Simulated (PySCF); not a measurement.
Vertical excitations of a molecule C6H8 from TDA-PBE0/def2-SVPD (PySCF), as energy in eV (oscillator strength): 6.33 (0.000), 6.71 (0.024), 6.86 (0.001), 6.91 (0.056), 7.44 (0.064), 7.52 (0.003), 7.78 (0.010), 7.90 (0.000), 8.05 (0.005), 8.11 (0.000). Lowest triplet (TDA): 5.21 eV. Geometry: ωB97X-D3(BJ)/def2-SVP. The values are those of a single conformer.

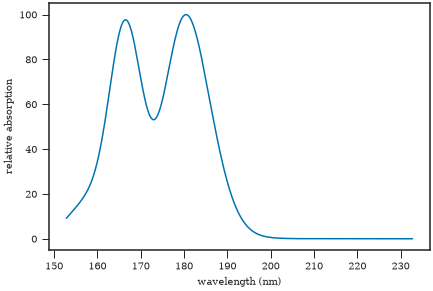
Figure: The lines broadened by 0.4 eV.

Problem. Which molecule gave these data?
(A) C#CC=C(C)C
(B) C=C1CCC1=C
(C) C#CC1(C)CC1
(D) C#C[C@@H]1C[C@@H]1C

Solution. C, C#CC1(C)CC1
